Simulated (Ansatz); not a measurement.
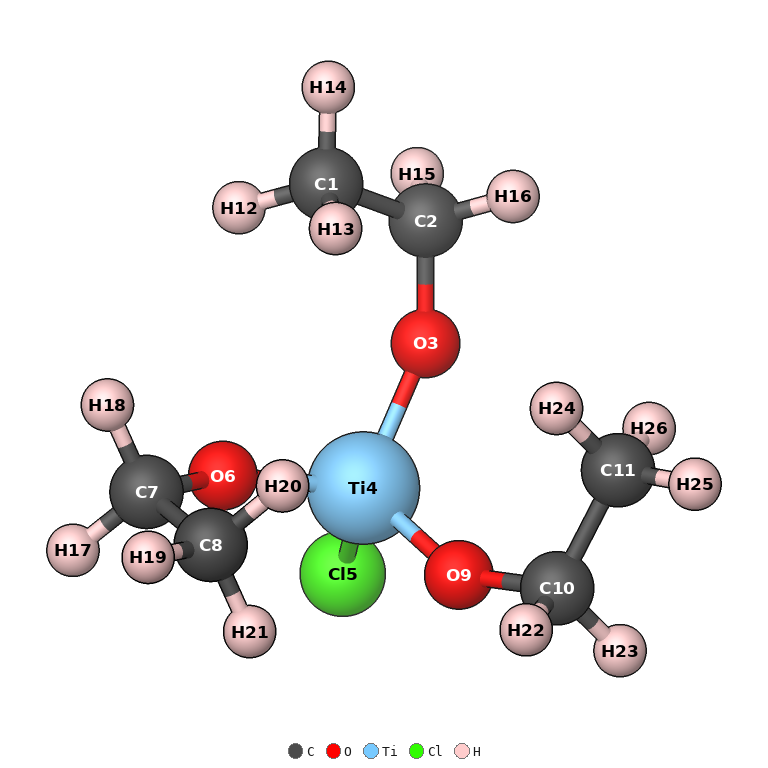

Charge 0, singlet. The computed structure is the end point of a PBE0-D4/def2-TZVP optimisation. No frequency run is at hand to confirm it as a minimum.

Give these bond angles: C1–C2–O3, C2–C1–H12, O3–C2–H16, O3–Ti4–Cl5, O3–Ti4–O6, Ti4–O6–C7, O6–C7–C8, O6–C7–H18, C7–C8–H19, C7–C8–H20, O9–C10–H22, O9–C10–H23.

| angle | degrees |
| --- | --- |
| C1–C2–O3 | 112.2 |
| C2–C1–H12 | 110.7 |
| O3–C2–H16 | 108.2 |
| O3–Ti4–Cl5 | 110.3 |
| O3–Ti4–O6 | 108.7 |
| Ti4–O6–C7 | 152.2 |
| O6–C7–C8 | 112.2 |
| O6–C7–H18 | 108.2 |
| C7–C8–H19 | 110.2 |
| C7–C8–H20 | 110.7 |
| O9–C10–H22 | 108.2 |
| O9–C10–H23 | 108.2 |
